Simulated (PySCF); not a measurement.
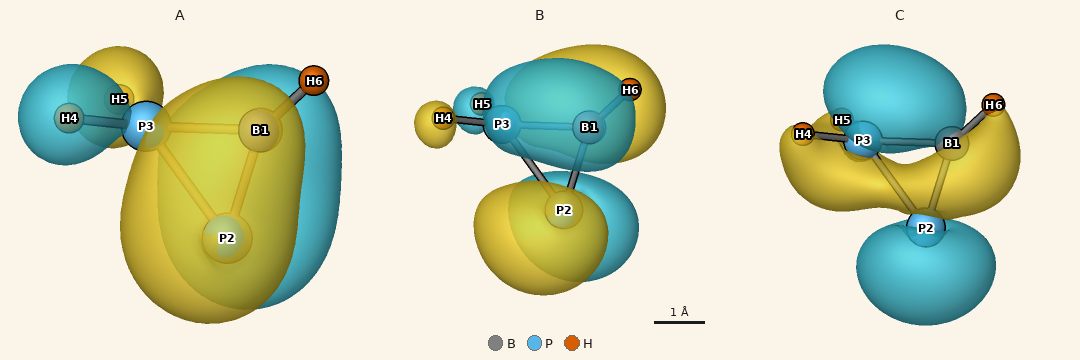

Figure 1: BH₃P₂. Three frontier orbitals at ±0.08 Å⁻³ᐟ² (yellow and cyan are the two phases), in no order.

Geometry: PBE-D3(BJ)/def2-SVP.

Theory: Gaussian-basis quantum chemistry of an isolated molecule with PySCF, energy and nuclear gradient, functional PBE0 (PySCF 2.14.0).

The calculation's input:

```
import pyscf.grad
from pyscf import gto, dft

mol = gto.M(
    atom='''
B      0.639675    -0.258018    -0.369982
P      1.378473    -1.074109     1.062495
P      0.121483     0.672239     1.192389
H      0.658056     1.908264     1.672059
H     -1.143975     0.597256     1.854766
H      0.463547    -0.181543    -1.558957
''',
    basis='def2-tzvpd',
    spin=0,
    max_memory=3720,
    verbose=3,
    charge=0,
)

mf = dft.RKS(mol)
mf.xc = 'pbe0'
mf = mf.density_fit(auxbasis='def2-universal-jkfit')
mf.max_cycle = 100
mf.conv_tol = 1e-09
mf.grids.level = 3
mf.kernel()
if not mf.converged:
    mf = mf.newton().run(mf.mo_coeff, mf.mo_occ)

e_final = mf.e_tot
print('E(%s) = %.9f' % ('PBE0', e_final))
grad = mf.Gradients().kernel()
mf.analyze()
```

Run with:

```sh
OMP_NUM_THREADS=2 python run.py
```

> Order the three orbitals by energy and name them.

C is the HOMO−1 (−7.39 eV). It lies mainly on P2 (about 45 %), P3 (about 35 %) and B1 (about 20 %). A is the HOMO (−7.04 eV). By Hirshfeld shares it lies mainly on P2 (about 55 %), B1 (about 25 %) and P3 (about 15 %). B is the LUMO (−1.39 eV). Its weight (Hirshfeld) is mainly on P2 (about 45 %), B1 (about 35 %) and P3 (about 15 %); π-antibonding (π*) across P2–B1.

> What is the HOMO–LUMO gap?

5.65 eV between the orbital energies.
